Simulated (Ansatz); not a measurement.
# GeH2O (SMILES [O]=[GeH2]) at 6 levels

We compute a comparison of 6 runs (UHF/STO-3G, HSE06/STO-3G, r2SCAN/STO-3G, r2SCAN0/STO-3G, wB97X/STO-3G, FCI/STO-3G) of GeH2O. 

The results are computed with Ansatz 0.2.0.

51 further runs of the same task are left out: 3 that didn't finish, 48 set aside as unsound or not needed.

## Step 1: The system as given

The species is GeH2O (4 atoms), meant as a singlet with charge 0. SMILES: `[O]=[GeH2]`. The H3–Ge2 distance was set to 3.049 Å, away from the relaxed value. At this shape a bond of the SMILES string is far longer than usual.

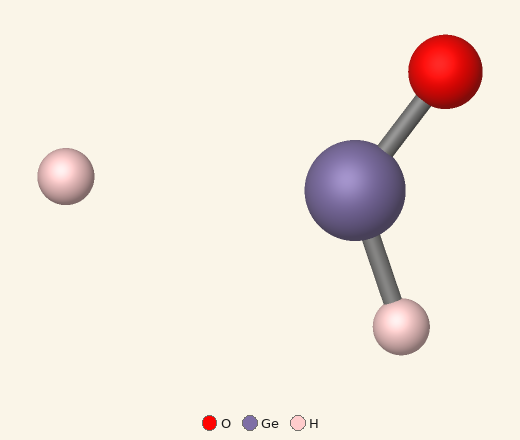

The structure, seen from a chosen angle (oxygen red, germanium purple, hydrogen pink).

## Step 2: A single-point energy at UHF/STO-3G (run 1)

run.yaml reads:

```yaml
crystal:
  periodic: [false, false, false]
  atoms:
    - {symbol: O, position_ang: [1.053628, -1.030358, 2.346159]}
    - {symbol: Ge, position_ang: [1.109758, -0.111508, 1.068819]}
    - {symbol: H, position_ang: [-1.112200, 0.070350, -1.011580]}
    - {symbol: H, position_ang: [2.281718, 0.798742, 0.717169]}
basis:
  gaussian:
    orbitals: STO-3G
accuracy: high
magnetization:
  spin_polarized: true
hamiltonian:
  xc: hf
```

Started as:

```sh
$ ansatz run run.yaml --threads 1 --pin off --max-ram 2610MiB --events-out events.jsonl --progress --plain --runs-dir runs
```

The program printed:

```text
Warning: RAYON_NUM_THREADS=1 ignored (pool sized by the plan → 1); use --threads N
Functional definition: HF
  name "HF"
  exchange = exact_x
  correlation = 0
353 factors; integrals over basis functions are off by at most 5.8e-9 eV
mean field evaluation 1: about -57855.5402 eV, gradient 2.4e1 eV
mean field evaluation 2: about -57855.5791 eV, gradient 2.4e1 eV
mean field evaluation 4: about -57862.0132 eV, gradient 3.9e0 eV
mean field evaluation 8: about -57862.3005 eV, gradient 9.5e-2 eV
mean field evaluation 16: about -57862.2955 eV, gradient 7.0e-3 eV
mean field evaluation 32: about -57863.0462 eV, gradient 4.7e0 eV
mean field evaluation 64: about -57864.4478 eV, gradient 1.2e1 eV
mean field evaluation 96: about -57866.6009 eV, gradient 7.4e-4 eV
mean field evaluation 128: about -57866.3309 eV, gradient 1.1e0 eV
mean field evaluation 160: about -57858.1301 eV, gradient 1.3e1 eV
mean field evaluation 192: about -57864.2164 eV, gradient 7.9e0 eV
mean field evaluation 224: about -57866.2500 eV, gradient 8.9e-1 eV
mean field evaluation 256: about -57858.4401 eV, gradient 1.1e1 eV
mean field evaluation 288: about -57862.3622 eV, gradient 4.8e0 eV
mean field evaluation 320: about -57862.2955 eV, gradient 2.2e-3 eV
mean field -57866.64917940 eV, -2126.5601339194 hartree, gradient 1.3e-8 eV, S^2 1.584619; 8 other end points of the search recorded, 0 dependent functions left out
reference -57866.64917940 eV, -2126.5601339194 hartree; 21, 21 occupied and 4, 4 virtual orbitals, 353 factors
Total energy: -57866.64917940 eV, -2126.5601339194 hartree
```

It took 1.1 s on 1 thread of Arm Neoverse V1, shared host.

## Step 3: A single-point energy at HSE06/STO-3G (run 2)

Edit run.yaml of step 2 so:

```diff
@@ -8,8 +8,4 @@
 basis:
-  gaussian:
-    orbitals: STO-3G
+  gaussian: {orbitals: STO-3G}
+hamiltonian: {xc: {name: HSE06}}
 accuracy: high
-magnetization:
-  spin_polarized: true
-hamiltonian:
-  xc: hf
```

Started as:

```sh
$ ansatz run run.yaml --threads 1 --pin off --max-ram 2610MiB --events-out events.jsonl --progress --plain --runs-dir runs
```

The program printed:

```text
Warning: RAYON_NUM_THREADS=1 ignored (pool sized by the plan → 1); use --threads N
Functional definition: HSE06
  name "HSE06"
  parameter a = 0.25
  parameter omega = 0.11/bohr
  exchange = pbe_x - a*pbe_x_sr(omega) + a*exact_x_sr(omega)
  correlation = pbe_c
353 factors; integrals over basis functions are off by at most 5.8e-9 eV
50 factors; integrals over basis functions are off by at most 5.9e-10 eV
mean field evaluation 1: about -57843.6331 eV, gradient 1.4e2 eV
mean field evaluation 2: about -57804.5193 eV, gradient 1.6e2 eV
mean field evaluation 4: about -57858.1540 eV, gradient 1.1e2 eV
mean field evaluation 8: about -57902.8808 eV, gradient 3.0e0 eV
mean field evaluation 16: about -57902.9099 eV, gradient 3.8e-2 eV
mean field -57902.90985825 eV, -2127.8926892887 hartree, gradient 4.1e-8 eV, S^2 0.000000; 0 other end points of the search recorded, 0 dependent functions left out
reference -57902.90985992 eV, -2127.8926893501 hartree; 21, 21 occupied and 4, 4 virtual orbitals, 353 factors
Total energy: -57902.90985992 eV, -2127.8926893501 hartree
```

Wall time 1.5 s (1 thread of Arm Neoverse V1, shared host); peak memory 0.092 GiB.

Runs 3 to 4 aren't shown in full; the table further down has their settings and results.

## Step 4: The energy at wB97X/STO-3G (run 5)

molecule.yaml reads:

```yaml
crystal:
  periodic: [false, false, false]
  atoms:
    - {symbol: O, position_ang: [1.053628, -1.030358, 2.346159]}
    - {symbol: Ge, position_ang: [1.109758, -0.111508, 1.068819]}
    - {symbol: H, position_ang: [-1.112200, 0.070350, -1.011580]}
    - {symbol: H, position_ang: [2.281718, 0.798742, 0.717169]}
basis:
  gaussian: {orbitals: STO-3G}
accuracy: high
hamiltonian: {xc: {name: wB97X}}
```

Started as:

```sh
$ ansatz run molecule.yaml --threads 1 --pin off --max-ram 2610MiB --events-out events.jsonl --progress --plain --runs-dir runs
```

The program printed, cut to the lines that bear on the results:

```text
Warning: RAYON_NUM_THREADS=1 ignored (pool sized by the plan → 1); use --threads N
Functional definition: wB97X
  name "wB97X"
[...]
      + exact_x_lr(omega)
[...]
      + integral(e_c_pw_opposite_spin*poly(b97_u_opposite, 1, cos1, cos2, cos3, cos4))
353 factors; integrals over basis functions are off by at most 5.8e-9 eV
115 factors; integrals over basis functions are off by at most 8.7e-10 eV
[...]
mean field -57911.07440977 eV, -2128.1927310228 hartree, gradient 2.6e-8 eV, S^2 0.000000; 0 other end points of the search recorded, 0 dependent functions left out
reference -57911.07440818 eV, -2128.1927309647 hartree; 21, 21 occupied and 4, 4 virtual orbitals, 353 factors
Total energy: -57911.07440818 eV, -2128.1927309647 hartree
```

Wall time 5.4 s (1 thread of Arm Neoverse V1, shared host); peak memory 0.22 GiB.

## Step 5: A single-point energy at FCI/STO-3G (run 6)

molecule.yaml reads:

```yaml
basis:
  gaussian:
    orbitals: STO-3G
crystal:
  periodic: [false, false, false]
  atoms:
    - symbol: O
      position_ang: [1.053628, -1.030358, 2.346159]
    - symbol: Ge
      position_ang: [1.109758, -0.111508, 1.068819]
    - symbol: H
      position_ang: [-1.112200, 0.070350, -1.011580]
    - symbol: H
      position_ang: [2.281718, 0.798742, 0.717169]
correlation:
  method: fci
  frozen_orbitals: {Ge: 9, H: 0, O: 1}
accuracy: high
```

Started as:

```sh
$ ansatz run molecule.yaml --threads 1 --pin off --max-ram 2610MiB --events-out events.jsonl --progress --plain --runs-dir runs
```

The program printed, cut to the lines that bear on the results:

```text
Warning: RAYON_NUM_THREADS=1 ignored (pool sized by the plan → 1); use --threads N
[... 2 set-up lines as earlier in the session ...]
[...]
353 factors; integrals over basis functions are off by at most 5.8e-9 eV
[...]
mean field -57862.29550570 eV, -2126.4001393620 hartree, gradient 1.6e-8 eV, S^2 0.000000; 0 other end points of the search recorded, 0 dependent functions left out; unrestricted orbitals would lower it
unrestricted determinant -57866.61367653 eV, -2126.5588292131 hartree, S^2 1.1535
10 core orbitals not correlated: weight in the atoms' cores, before any rotation towards them, 1.000 or more for the frozen orbitals, at most 0.000 for the correlated occupied ones
reference -57862.29550570 eV, -2126.4001393620 hartree; 11, 11 occupied and 4, 4 virtual orbitals, 353 factors
state -57870.19179399 eV, -2126.6903226044 hartree
Total energy: -57870.19179399 eV, -2126.6903226044 hartree
```

Run time: 9.9 s. Hardware: 1 thread of Arm Neoverse V1, shared host; peak memory 0.2 GiB.

## Step 6: The series

```
run           level  frozen core orbitals   energy (Eh)  wall time
  1      UHF/STO-3G                     –  -2126.560134      1.1 s
  2    HSE06/STO-3G                     –  -2127.892689      1.5 s
  3   r2SCAN/STO-3G                     –  -2128.260562      3.6 s
  4  r2SCAN0/STO-3G                     –  -2128.252133      3.3 s
  5    wB97X/STO-3G                     –  -2128.192731      5.4 s
  6      FCI/STO-3G                    10  -2126.690323      9.9 s
```

## Step 7: What came out

| quantity | value |
| --- | --- |
| run 6: total energy | -2126.69032 Eh |
| run 6: correlation energy (10 core orbitals frozen) | -290.2 mEh |

In words: Against full CI in this basis: UHF +130.2 mEh. Totals of different functionals can't be ranked against each other. In runs 1, 2, 3, 4, 5, 6 the basis is minimal, so the values are rough. In runs 2, 3, 4, 5 a closed-shell determinant meets a far-stretched bond, which it describes badly. Spin contamination of the reference: run 1 ⟨S²⟩ = 1.58. Where it is this large, the reference is a mixture of spin states, and values that rest on it are in doubt. All runs together took 25 s, the longest 9.9 s.
